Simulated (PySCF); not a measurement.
# C7H11Al: what the fields show

Input file:

```
{"job": {"kind": "nmr", "xc": "PBE0", "basis": "pcSseg-1"}, "charge": 0, "multiplicity": 1}
C      3.973615     0.188807    -0.218009
C      2.537420     0.168381    -0.045227
C      1.348329     0.149187     0.119859
C     -0.070464     0.141993     0.259912
C     -0.898852    -0.894657    -0.429068
C     -2.094223    -1.452403     0.297287
C     -0.956604     0.529067    -0.937705
Al    -2.447590     1.627085    -0.238184
H      4.447740    -0.497788     0.483478
H      4.356199     1.194096    -0.041203
H      4.230857    -0.111037    -1.233855
H     -0.423885     0.453090     1.246277
H     -0.367900    -1.619795    -1.038249
H     -2.800558    -1.894544    -0.405473
H     -2.605423    -0.639804     0.831141
H     -1.802320    -2.212931     1.021185
H     -0.383596     0.684404    -1.853515
H     -2.455586     1.979642     1.278007
H     -3.596962     2.216458    -1.088955
```

Launched as:

```sh
OMP_NUM_THREADS=1 python probes_run.py task.json out
```

Geometry: GFN2-xTB.

Computed with PySCF, PBE0/pcSseg-1, SCF density, gas phase, non-relativistic.

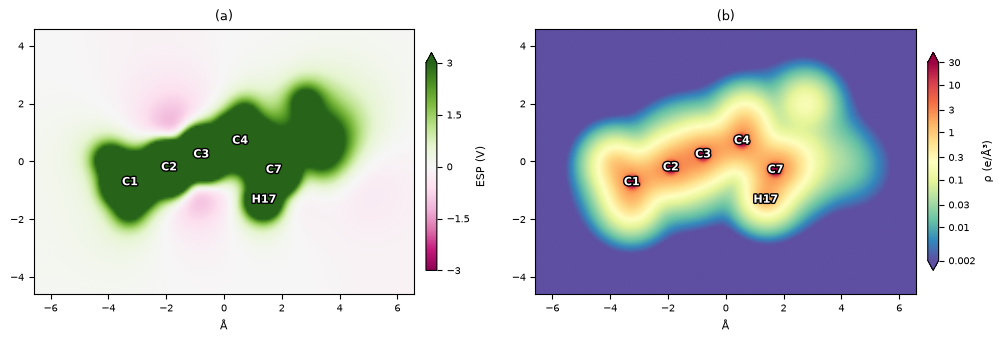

Figure 1. (a) molecular electrostatic potential; (b) electron density on the plane of atoms C3, C4 and C7.

What does the map show?

- The section cuts through C and H sites.
- C–C (1.20 Å): ρ at the midpoint is about 2.7 e/Å³.
- C–H (1.09 Å): ρ is about 2 e/Å³ halfway.
- Outside the dense part of the molecule the potential is most negative (−1.1 V) near C3.

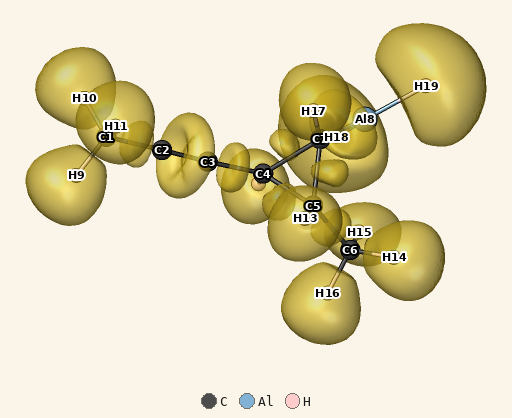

Figure 2. Isosurface of the electron localisation function at 0.8 (yellow), seen at a tilt. Only the valence region is drawn (cores and ρ < 0.01 e/Å³ removed).

What do the ELF domains correspond to?

The surface consists of one region between bonded Al–C atoms (shared pairs), seven regions between bonded C–C atoms (shared pairs) and eleven regions around hydrogen nuclei. Profiles from the grid: C–C (1.20 Å): the ELF peaks at about 0.85 between the atoms: a multiple bond. C–Al (1.98 Å): the ELF peaks at about 0.95 between the atoms (a polar covalent bond).

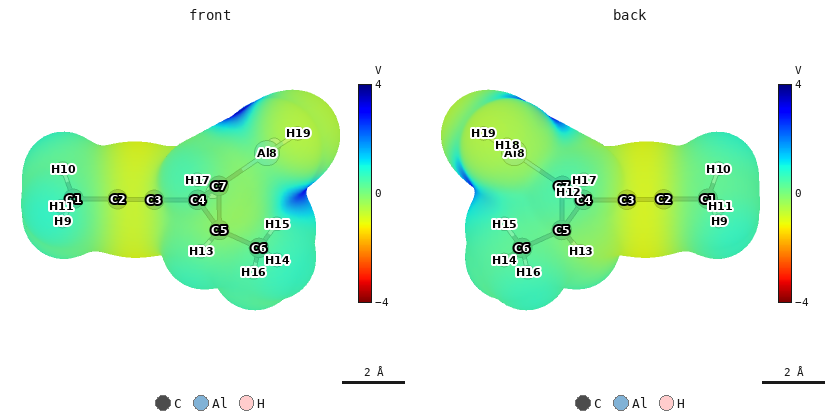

Figure 3. The molecular electrostatic potential painted on the density surface at 0.002 e/bohr³, seen from the front and from behind; the colour scale runs from red (negative) to blue (positive).

Which sites attract a positive test charge, and which a negative one?

A positive charge is drawn to the negative regions and a negative charge to the positive ones. The most negative region (about −1.0 V) lies over C2 and C3, the most positive (about +3.3 V) over Al8.

How polar is the molecule by this calculation?

Its dipole moment is 1.15 D.
